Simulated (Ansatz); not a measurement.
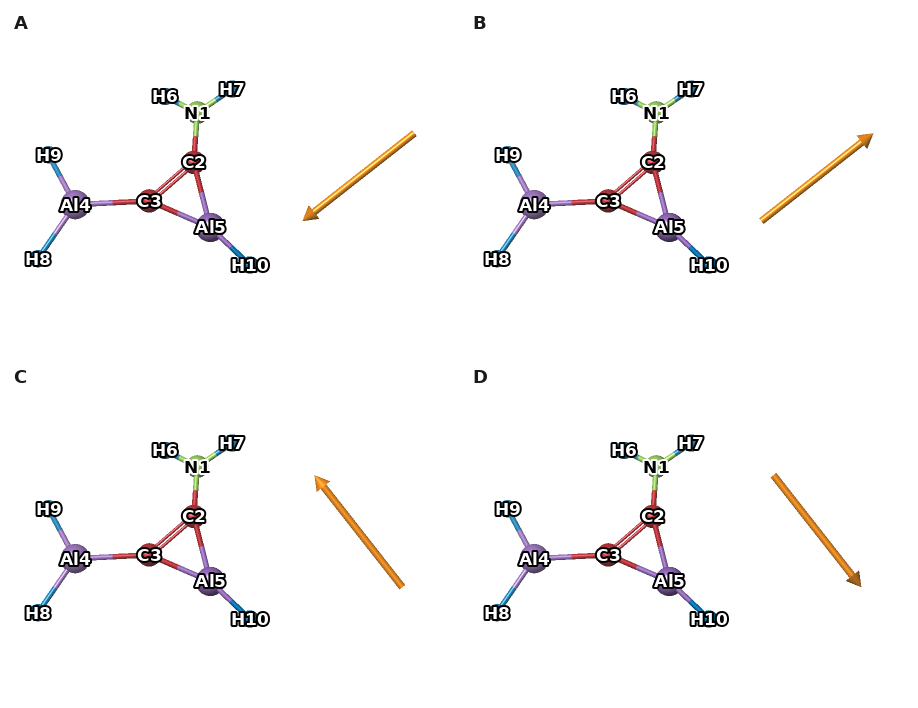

The same molecule four times, each with an arrow. Computed geometry: PBE-D4/def2-SVP optimisation. No frequency run is at hand to confirm it as a minimum. Level of theory: RKS PBE-D4/def2-SVP (Ansatz 0.2.0).

Question: Which arrow points along the dipole moment, from the negative to the positive end?

Answer: B. The dipole moment is 3.02 D; it points from the side of H8 to the side of H7 (the outermost atoms at the two ends).
